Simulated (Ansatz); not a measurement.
# HO2 radical: small, medium and large basis sets

How large a basis does HO2 radical need? Two functionals and correlated methods are run in growing sets.

The runs use Ansatz 0.2.0, Gaussian basis; one geometry, several basis sets.

Plan: PBE0-D4/def2-SVP; ωB97M-V/def2-SVP; PBE0-D4/def2-QZVPP; ωB97M-V/def2-QZVPP; CCSD(T)/cc-pV(D+d)Z; CCSD(T)/cc-pV(T+d)Z; CCSD(T)/cc-pV(Q+d)Z; the functionals' def2-TZVPP values are taken from earlier runs.

## (1) The geometry

All runs share one geometry, relaxed beforehand with PBE0-D4/def2-TZVP.

SMILES `[O]O`, 3 atoms, charge 0, spin multiplicity 2.

Atoms are counted from 1 here; the program's logs count them from 0.

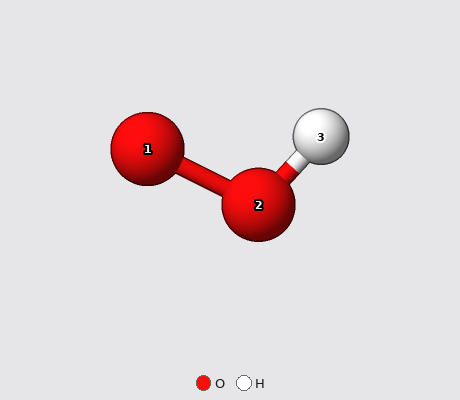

The geometry (oxygen red, hydrogen white); atoms are numbered from 1 in the order of the file.

As a file:

| atom | x (Å) | y (Å) | z (Å) |
| --- | --- | --- | --- |
| O1 | -0.35378 | 0.94254 | -0.08787 |
| O2 | -0.24509 | -0.35891 | -0.17268 |
| H3 | 0.59887 | -0.58363 | 0.26055 |

## (2) PBE0-D4 in def2-SVP

in.yaml reads:

```yaml
crystal:
  periodic: [false, false, false]
  atoms:
    - {symbol: O, position_ang: [-0.353780, 0.942536, -0.087866]}
    - {symbol: O, position_ang: [-0.245094, -0.358907, -0.172684]}
    - {symbol: H, position_ang: [0.598874, -0.583629, 0.260550]}
basis:
  gaussian: {orbitals: def2-SVP}
magnetization: {spin_polarized: true, initial_magnetization: 1}
hamiltonian: {xc: pbe0, dispersion: d4}
output: {orbitals: {seedname: orbitals}}
```

Launch:

```console
ansatz run in.yaml --threads 2 --pin off --events-out ev --progress --plain --max-ram 20480MiB --backend cpu
```

The program printed:

```text
Functional definition: PBE0
  name "PBE0"
  cite "Adamo & Barone, J. Chem. Phys. 110, 6158 (1999) doi:10.1063/1.478522"
  cite "Perdew, Burke & Ernzerhof, Phys. Rev. Lett. 77, 3865 (1996) doi:10.1103/PhysRevLett.77.3865"
  parent pbe
  parameter a = 0.25
  parameter kappa = 0.804
  parameter beta = 0.06672455060314922
  exchange = (1 - a)*pbe_x(kappa = kappa, mu = beta*pi^2/3) + a*exact_x
  correlation = pbe_c(beta = beta)
315 factors; integrals over basis functions are off by at most 1.5e-3 eV
mean field evaluation 1: about -4097.7668 eV, gradient 1.6e1 eV
mean field evaluation 2: about -4098.0182 eV, gradient 1.4e1 eV
mean field evaluation 4: about -4098.7119 eV, gradient 2.2e0 eV
mean field evaluation 8: about -4098.8340 eV, gradient 1.2e-1 eV
mean field evaluation 16: about -4098.8342 eV, gradient 1.6e-4 eV
mean field -4098.83418190 eV, -150.6293778952 hartree, gradient 2.2e-5 eV, S^2 0.752845; 1 other end points of the search recorded, 0 dependent functions left out
reference -4098.83419087 eV, -150.6293782251 hartree; 9, 8 occupied and 24, 25 virtual orbitals, 315 factors
Total energy: -4098.84417082 eV, -150.6297449814 hartree
```

It took 0.45 s on 2 threads of AMD EPYC 7R13, shared host.

## (3) ωB97M-V in def2-SVP

in.yaml: that of step 2 with these lines changed.

```diff
@@ -9,3 +9,3 @@
 magnetization: {spin_polarized: true, initial_magnetization: 1}
-hamiltonian: {xc: pbe0, dispersion: d4}
+hamiltonian: {xc: {name: wB97M-V}}
 output: {orbitals: {seedname: orbitals}}
```

The command is unchanged.

The program printed (excerpt; [...] marks lines left out):

```text
Functional definition: wB97M-V
  name "wB97M-V"
  cite "Mardirossian & Head-Gordon, J. Chem. Phys. 144, 214110 (2016) doi:10.1063/1.4952647"
  cite "Becke, J. Chem. Phys. 107, 8554 (1997) doi:10.1063/1.475007"
  cite "Vydrov & Van Voorhis, J. Chem. Phys. 133, 244103 (2010) doi:10.1063/1.3521275"
  # Of w^i u^j: cxij and so on, Table III.
[...]
  gx(w, u) = 1 - cx + cx01*u + cx10*w
  gss(w, u) = css00 + css04*u^4 + css10*w + css20*w^2 + css43*w^4*u^3
  gos(w, u) = cos00 + cos10*w + (cos20 + cos21*u)*w^2 + (cos60 + cos61*u)*w^6
[...]
      + integral(e_c_pw_mod_opposite_spin*gos(b97_w_opposite, b97_u_opposite)) + vv10(b, c)
315 factors; integrals over basis functions are off by at most 1.5e-3 eV
64 factors; integrals over basis functions are off by at most 3.8e-5 eV
[...]
mean field -4101.77715618 eV, -150.7375302052 hartree, gradient 5.8e-5 eV, S^2 0.752410; 1 other end points of the search recorded, 0 dependent functions left out
reference -4101.77717110 eV, -150.7375307535 hartree; 9, 8 occupied and 24, 25 virtual orbitals, 315 factors
Total energy: -4101.77717110 eV, -150.7375307535 hartree
```

Run time: 1.4 s. Hardware: 2 threads of AMD EPYC 7R13, shared host.

## (4) PBE0-D4 in def2-QZVPP

in.yaml: that of step 3 with these lines changed.

```diff
@@ -7,5 +7,5 @@
 basis:
-  gaussian: {orbitals: def2-SVP}
+  gaussian: {orbitals: "def2-QZVPP.json"}
 magnetization: {spin_polarized: true, initial_magnetization: 1}
-hamiltonian: {xc: {name: wB97M-V}}
+hamiltonian: {xc: pbe0, dispersion: d4}
 output: {orbitals: {seedname: orbitals}}
```

The command is unchanged.

The program printed:

```text
Functional definition: PBE0
  name "PBE0"
  cite "Adamo & Barone, J. Chem. Phys. 110, 6158 (1999) doi:10.1063/1.478522"
  cite "Perdew, Burke & Ernzerhof, Phys. Rev. Lett. 77, 3865 (1996) doi:10.1103/PhysRevLett.77.3865"
  parent pbe
  parameter a = 0.25
  parameter kappa = 0.804
  parameter beta = 0.06672455060314922
  exchange = (1 - a)*pbe_x(kappa = kappa, mu = beta*pi^2/3) + a*exact_x
  correlation = pbe_c(beta = beta)
422 factors; their error is unknown
mean field evaluation 1: about -4103.0198 eV, gradient 1.9e1 eV
mean field evaluation 2: about -4103.1288 eV, gradient 1.8e1 eV
mean field evaluation 4: about -4104.1771 eV, gradient 2.5e0 eV
mean field evaluation 8: about -4104.1983 eV, gradient 4.3e-2 eV
mean field evaluation 16: about -4104.1992 eV, gradient 4.7e-5 eV
mean field -4104.19924755 eV, -150.8265404212 hartree, gradient 3.3e-5 eV, S^2 0.754444; 1 other end points of the search recorded, 0 dependent functions left out
reference -4104.19926520 eV, -150.8265410699 hartree; 9, 8 occupied and 135, 136 virtual orbitals, 422 factors
Total energy: -4104.20924515 eV, -150.8269078262 hartree
```

Run time: 2.1 s. Hardware: 2 threads of AMD EPYC 7R13, shared host.

## (5) ωB97M-V in def2-QZVPP

in.yaml: that of step 4 with these lines changed.

```diff
@@ -9,3 +9,3 @@
 magnetization: {spin_polarized: true, initial_magnetization: 1}
-hamiltonian: {xc: pbe0, dispersion: d4}
+hamiltonian: {xc: {name: wB97M-V}}
 output: {orbitals: {seedname: orbitals}}
```

Launched as before.

The program printed (excerpt; [...] marks lines left out):

```text
Functional definition: wB97M-V
  name "wB97M-V"
  cite "Mardirossian & Head-Gordon, J. Chem. Phys. 144, 214110 (2016) doi:10.1063/1.4952647"
  cite "Becke, J. Chem. Phys. 107, 8554 (1997) doi:10.1063/1.475007"
  cite "Vydrov & Van Voorhis, J. Chem. Phys. 133, 244103 (2010) doi:10.1063/1.3521275"
  # Of w^i u^j: cxij and so on, Table III.
[...]
  gx(w, u) = 1 - cx + cx01*u + cx10*w
  gss(w, u) = css00 + css04*u^4 + css10*w + css20*w^2 + css43*w^4*u^3
  gos(w, u) = cos00 + cos10*w + (cos20 + cos21*u)*w^2 + (cos60 + cos61*u)*w^6
[...]
      + integral(e_c_pw_mod_opposite_spin*gos(b97_w_opposite, b97_u_opposite)) + vv10(b, c)
422 factors; their error is unknown
104 factors; integrals over basis functions are off by at most 1.8e-5 eV
[...]
mean field -4107.27336147 eV, -150.9395120243 hartree, gradient 3.0e-5 eV, S^2 0.753554; 1 other end points of the search recorded, 0 dependent functions left out
reference -4107.27338865 eV, -150.9395130230 hartree; 9, 8 occupied and 135, 136 virtual orbitals, 422 factors
Total energy: -4107.27338865 eV, -150.9395130230 hartree
```

Run time: 8.5 s. Hardware: 2 threads of AMD EPYC 7R13, shared host; peak memory 0.34 GiB.

## (6) Functionals by basis

The def2-TZVPP values come from earlier runs at the same geometry.

| functional | basis | functions | energy (eV) | from the largest (eV) | HOMO (eV) | LUMO (eV) |
| --- | --- | --- | --- | --- | --- | --- |
| PBE0-D4 | def2-SVP | 33 | -4098.8442 | 5.365 | -7.74 | -2.60 |
| PBE0-D4 | def2-TZVPP | 76 | -4103.9887 | 0.221 | -8.05 | -2.92 |
| PBE0-D4 | def2-QZVPP | 144 | -4104.2092 | 0.000 | -8.11 | -2.98 |
| ωB97M-V | def2-SVP | 33 | -4101.7772 | 5.496 | -10.22 | -0.16 |
| ωB97M-V | def2-TZVPP | 76 | -4107.0581 | 0.215 | -10.56 | -0.57 |
| ωB97M-V | def2-QZVPP | 144 | -4107.2734 | 0.000 | -10.63 | -0.67 |

## (7) CCSD(T) in cc-pV(D+d)Z

in.yaml: that of step 5 with these lines changed.

```diff
@@ -7,5 +7,5 @@
 basis:
-  gaussian: {orbitals: "def2-QZVPP.json"}
+  gaussian: {orbitals: "cc-pV(D+d)Z.json"}
 magnetization: {spin_polarized: true, initial_magnetization: 1}
-hamiltonian: {xc: {name: wB97M-V}}
-output: {orbitals: {seedname: orbitals}}
+correlation: {method: ccsd_t}
+scf: {omitted_lower_state_checks: [cluster_reference]}
```

Same command.

The program printed (excerpt; [...] marks lines left out):

```text
Functional definition: HF
  name "HF"
  cite "Fock, Z. Phys. 61, 126 (1930) doi:10.1007/BF01340294"
  parent pbe
[...]
309 factors; integrals over basis functions are off by at most 1.4e-3 eV
[...]
mean field -4086.81945231 eV, -150.1878447268 hartree, gradient 2.6e-6 eV, S^2 0.758776; 6 other end points of the search recorded, 0 dependent functions left out
2 core orbitals not correlated: weight in the atoms' cores, before any rotation towards them, 1.000 or more for the frozen orbitals, at most 0.000 for the correlated occupied ones
reference -4086.81945231 eV, -150.1878447268 hartree; 7, 6 occupied and 24, 25 virtual orbitals, 309 factors
second order -9.30990508 eV of doubles, -0.00000000 eV of singles
cycle   1  -9.43779916 eV  change   -1.3e-1 eV  update   8.0e-2
[...]
cycle  11  -9.84082129 eV  change   -1.2e-6 eV  update   5.1e-6
perturbative correction -0.22879916 eV, -0.0084082140 hartree
Total energy: -4096.88907276 eV, -150.5578964528 hartree
Checks for a lower state left out: cluster_reference
```

Run time: 1 s. Hardware: 2 threads of AMD EPYC 7R13, shared host.

## (8) CCSD(T) in cc-pV(T+d)Z

in.yaml: that of step 7 with these lines changed.

```diff
@@ -7,3 +7,3 @@
 basis:
-  gaussian: {orbitals: "cc-pV(D+d)Z.json"}
+  gaussian: {orbitals: "cc-pV(T+d)Z.json"}
 magnetization: {spin_polarized: true, initial_magnetization: 1}
@@ -11 +11,2 @@
 scf: {omitted_lower_state_checks: [cluster_reference]}
+output: {orbitals: {seedname: orbitals}}
```

The command is unchanged.

The program printed (excerpt; [...] marks lines left out):

```text
Functional definition: HF
  name "HF"
  cite "Fock, Z. Phys. 61, 126 (1930) doi:10.1007/BF01340294"
  parent pbe
[...]
450 factors; integrals over basis functions are off by at most 1.1e-3 eV
[...]
mean field -4088.15990180 eV, -150.2371053369 hartree, gradient 1.9e-6 eV, S^2 0.761455; 6 other end points of the search recorded, 0 dependent functions left out
2 core orbitals not correlated: weight in the atoms' cores, before any rotation towards them, 1.000 or more for the frozen orbitals, at most 0.000 for the correlated occupied ones
reference -4088.15990180 eV, -150.2371053369 hartree; 7, 6 occupied and 65, 66 virtual orbitals, 450 factors
second order -12.04339057 eV of doubles, -0.00000000 eV of singles
cycle   1  -12.00139460 eV  change    4.2e-2 eV  update   8.4e-2
[...]
cycle  11  -12.46910828 eV  change   -1.5e-5 eV  update   7.6e-6
perturbative correction -0.45704894 eV, -0.0167962388 hartree
Total energy: -4101.08605902 eV, -150.7121328532 hartree
Checks for a lower state left out: cluster_reference
```

It took 3.7 s on 2 threads of AMD EPYC 7R13, shared host; peak memory 0.3 GiB.

## (9) CCSD(T) in cc-pV(Q+d)Z

in.yaml: that of step 8 with these lines changed.

```diff
@@ -7,3 +7,3 @@
 basis:
-  gaussian: {orbitals: "cc-pV(T+d)Z.json"}
+  gaussian: {orbitals: "cc-pV(Q+d)Z.json"}
 magnetization: {spin_polarized: true, initial_magnetization: 1}
@@ -11,2 +11 @@
 scf: {omitted_lower_state_checks: [cluster_reference]}
-output: {orbitals: {seedname: orbitals}}
```

The command is unchanged.

The program printed (excerpt; [...] marks lines left out):

```text
Functional definition: HF
  name "HF"
  cite "Fock, Z. Phys. 61, 126 (1930) doi:10.1007/BF01340294"
  parent pbe
[...]
863 factors; integrals over basis functions are off by at most 8.8e-4 eV
[...]
mean field -4088.49021264 eV, -150.2492440362 hartree, gradient 3.8e-6 eV, S^2 0.762562; 4 other end points of the search recorded, 0 dependent functions left out
2 core orbitals not correlated: weight in the atoms' cores, before any rotation towards them, 1.000 or more for the frozen orbitals, at most 0.000 for the correlated occupied ones
reference -4088.49021264 eV, -150.2492440362 hartree; 7, 6 occupied and 131, 132 virtual orbitals, 863 factors
second order -13.03523609 eV of doubles, -0.00000000 eV of singles
cycle   1  -12.87784982 eV  change    1.6e-1 eV  update   8.6e-2
[...]
cycle  12  -13.36187017 eV  change    5.5e-6 eV  update   3.3e-6
perturbative correction -0.52378355 eV, -0.0192486904 hartree
Total energy: -4102.37586636 eV, -150.7595323984 hartree
Checks for a lower state left out: cluster_reference
```

Run time: 22 s. Hardware: 2 threads of AMD EPYC 7R13, shared host; peak memory 1.3 GiB.

The pieces so far (eV):

| basis | HF | MP2 correlation | CCSD correlation | (T) | total |
| --- | --- | --- | --- | --- | --- |
| cc-pV(D+d)Z | -4086.8195 | -9.3099 | -9.8408 | -0.2288 | -4096.8891 |
| cc-pV(T+d)Z | -4088.1599 | -12.0434 | -12.4691 | -0.4570 | -4101.0861 |
| cc-pV(Q+d)Z | -4088.4902 | -13.0352 | -13.3619 | -0.5238 | -4102.3759 |

## (10) Extrapolating to the complete basis

No new run: Hartree-Fock is extrapolated as exp(−5.46√X) and correlation as X^−3.05, with X = 3 and 4.

| level | energy at the limit (eV) |
| --- | --- |
| HF | -4088.5897 |
| MP2 | -4102.3311 |
| CCSD | -4102.5872 |
| CCSD(T) | -4103.1584 |

| basis | HF above its limit (eV) | share of the MP2 correlation limit (%) |
| --- | --- | --- |
| cc-pV(D+d)Z | 1.770 | 67.8 |
| cc-pV(T+d)Z | 0.430 | 87.6 |
| cc-pV(Q+d)Z | 0.100 | 94.9 |

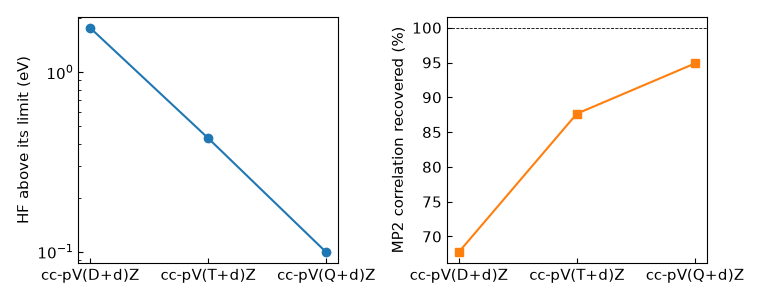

Hartree-Fock converges fast with the basis, correlation slowly.

## (11) Results

| quantity | value |
| --- | --- |
| MP2 correlation recovered, cc-pV(D+d)Z | 67.8 % |
| MP2 correlation recovered, cc-pV(T+d)Z | 87.6 % |
| MP2 correlation recovered, cc-pV(Q+d)Z | 94.9 % |
| CCSD(T) limit from def2 sets (earlier runs) minus this one | 4 meV |
| PBE0-D4: double and triple zeta above quadruple | 5.37, 0.22 eV |
| ωB97M-V: double and triple zeta above quadruple | 5.50, 0.22 eV |

What this shows: For PBE0-D4 the step from double to triple zeta gains 5.14 eV and the next only 0.22 eV. Correlation climbs from 68 % (cc-pV(D+d)Z) to 95 % (cc-pV(Q+d)Z) of the limit; Hartree-Fock is 0.100 eV from its own by then. A limit from the def2 sets, made apart, differs by 4 meV, a least measure of the doubt on such a limit. These are total energies; as a rule much of such shifts cancels in differences, which this series doesn't test.

For PBE0-D4 the largest set took about 5 times as long as the smallest (2.1 s against 0.45 s).
